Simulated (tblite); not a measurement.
# Se4Si4: the cost of one run

Computed with tblite 0.8.0 and PySCF 2.14.0; each step states its level. No surroundings beyond the atoms listed, unless a continuum is named. Atoms count from 0, parts from 1.

### Step 1. The system as given

8 atoms, charge 0, multiplicity 1; geometry: distance geometry start.

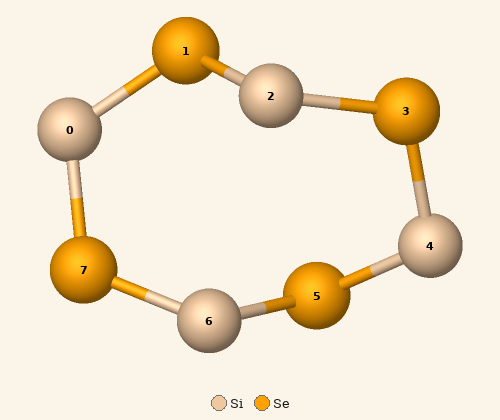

The starting geometry (silicon light orange, selenium orange), atoms numbered.

### Step 2. Relaxing the cluster with GFN2-xTB

Job settings and geometry (Å):

```
{"job": {"kind": "relax", "xc": "GFN2-xTB", "basis": "xTB"}, "charge": 0, "multiplicity": 1}
Si    -2.909154     0.438291    -0.504153
Se    -1.216072     1.845697    -0.916813
Si     0.359649     1.976030     0.715145
Se     2.408653     1.559270    -0.245140
Si     2.961382    -0.628002    -0.120041
Se     1.173274    -1.944759    -0.631519
Si    -0.306273    -1.831997     1.087444
Se    -2.403384    -1.447079     0.572316
```

Level: GFN2-xTB geometry optimisation, gas phase.

On the command line:

```console
$ OMP_NUM_THREADS=1 python cluster_run.py task.json out
```

The driver reads the jobs from task.json and runs them one after another.

**Question.** How long does this first job take on 1 thread of Intel Xeon at 2.70GHz, shared host?

About 26 s.
